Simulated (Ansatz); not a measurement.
# Al₂ClH₇N₂O: what the fields show

```yaml
atoms:
  - { symbol: Al, position_ang: [-0.3453, -0.0454, 0.0291] }
  - { symbol: Cl, position_ang: [-0.7173, -1.1828, 1.8622] }
  - { symbol: N, position_ang: [1.3046, 0.8012, 0.0521] }
  - { symbol: H, position_ang: [2.0828, 0.1775, 0.2812] }
  - { symbol: H, position_ang: [1.5702, 1.3007, -0.7991] }
  - { symbol: N, position_ang: [-1.4069, -0.1076, -1.3601] }
  - { symbol: H, position_ang: [-2.3148, -0.5615, -1.3268] }
  - { symbol: H, position_ang: [-1.2843, 0.3689, -2.2460] }
  - { symbol: O, position_ang: [-0.4517, 2.0599, 2.0931] }
  - { symbol: Al, position_ang: [1.2516, 2.1837, 1.6316] }
  - { symbol: H, position_ang: [2.3138, 1.5034, 2.6221] }
  - { symbol: H, position_ang: [1.5814, 3.5430, 0.8575] }
  - { symbol: H, position_ang: [-0.6904, 1.2776, 2.6388] }
```

Not at a stationary point (largest force 1.7 eV/Å).

Method: Ansatz 0.2.0, RKS PBE0-D4/def2-SVP.

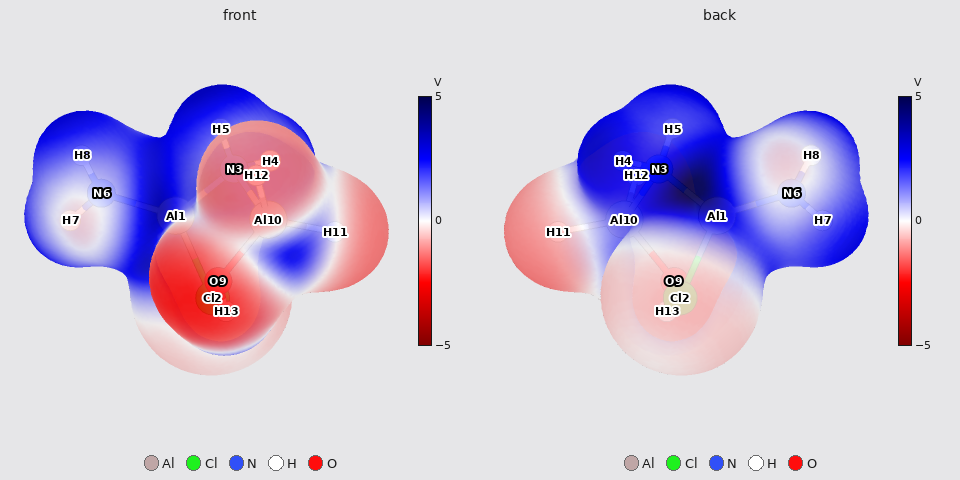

Figure 1. The electrostatic potential painted on the density surface at 0.004 e/bohr³, seen from the front and from behind; red is negative and blue positive.

Question: Describe the electrostatic potential map.

Answer: The most negative region (about −2.4 V) lies over O9, the most positive (about +4.6 V) over Al1. O9 is the likeliest acceptor of a hydrogen bond.

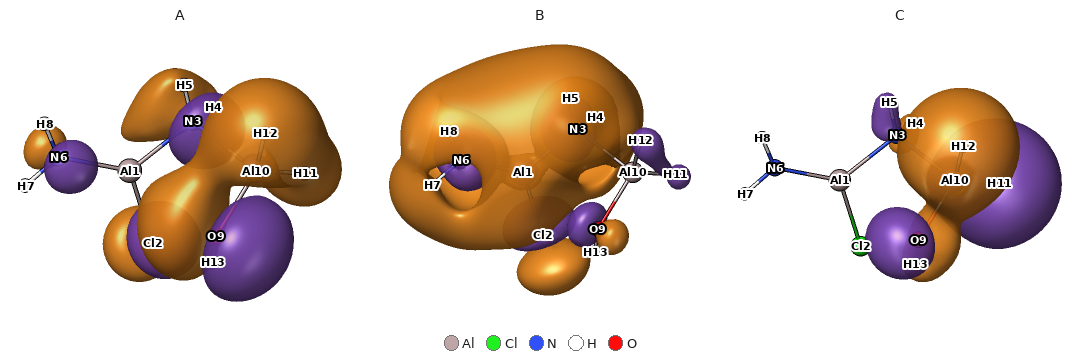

Figure 2. Three frontier orbitals at ±0.05 Å⁻³ᐟ² (orange and purple are the two phases), in no order.

Question: Which picture is the HOMO−1, the HOMO and the LUMO?

Answer: A is the HOMO−1 (−8.00 eV). By Hirshfeld shares it lies mainly on O9 (about 55 %), Al10 (about 15 %), H12 (about 10 %) and N3 (about 5 %). C is the HOMO (−7.28 eV). By Hirshfeld shares it lies mainly on H11 (about 35 %), Al10 (about 30 %), H12 (about 25 %) and O9 (about 10 %). B is the LUMO (−0.76 eV). It lies mainly on Al1 (about 45 %), Cl2 (about 10 %), N6 (about 10 %) and N3 (about 10 %).

Question: What is the HOMO–LUMO gap?

Answer: 6.52 eV between the orbital energies.

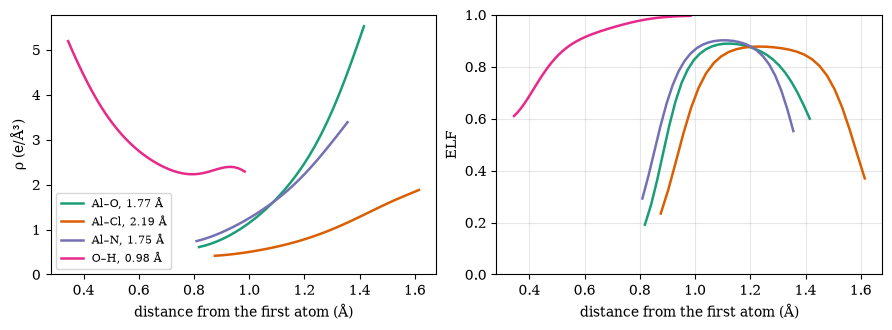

Figure 3. Total electron density and ELF along straight lines between neighbouring atoms. The curves leave out the atomic cores.

Question: Compare the contacts.

Answer: Al–O (1.77 Å): ρ is about 0.74 e/Å³ halfway; the ELF peaks at about 0.90 in the valence shell of O, 0.6 Å from its nucleus, and is about 0.45 at the midpoint.
Al–Cl (2.19 Å): ρ is about 0.61 e/Å³ halfway; the ELF peaks at about 0.90 in the valence shell of Cl, 1.0 Å from its nucleus, and is about 0.85 at the midpoint.
Al–N (1.75 Å): ρ is about 0.87 e/Å³ halfway; the ELF peaks at about 0.90 in the valence shell of N, 0.6 Å from its nucleus, and is about 0.55 at the midpoint.
O–H (0.98 Å): ρ is about 3.5 e/Å³ halfway; the ELF climbs to about 1 towards the hydrogen, as it does in any bond to H (an ordinary covalent bond to hydrogen).
